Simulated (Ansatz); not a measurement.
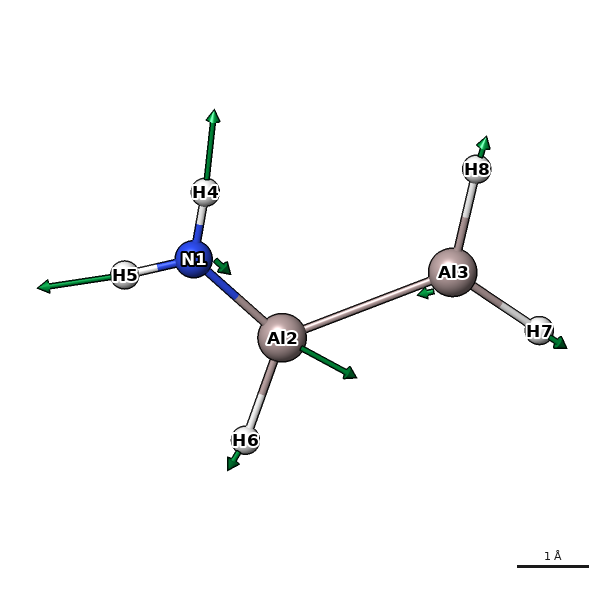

Arrows show the forces on the atoms, 3 Å of arrow for 1 eV/Å; forces under a tenth of the largest aren't drawn. Level of theory: PBE-D4/def2-TZVPP (Ansatz 0.2.0).

List the force components in the frame of the picture (x right, y up, z towards the viewer), in eV/Å.

```csv
atom,Fx,Fy,Fz
N1,0.08,−0.07,−0.03
Al2,0.27,−0.14,−0.09
Al3,−0.08,−0.02,0.01
H4,0.04,0.34,0.10
H5,−0.36,−0.05,0.04
H6,−0.06,−0.10,−0.02
H7,0.09,−0.06,−0.04
H8,0.03,0.10,0.04
```
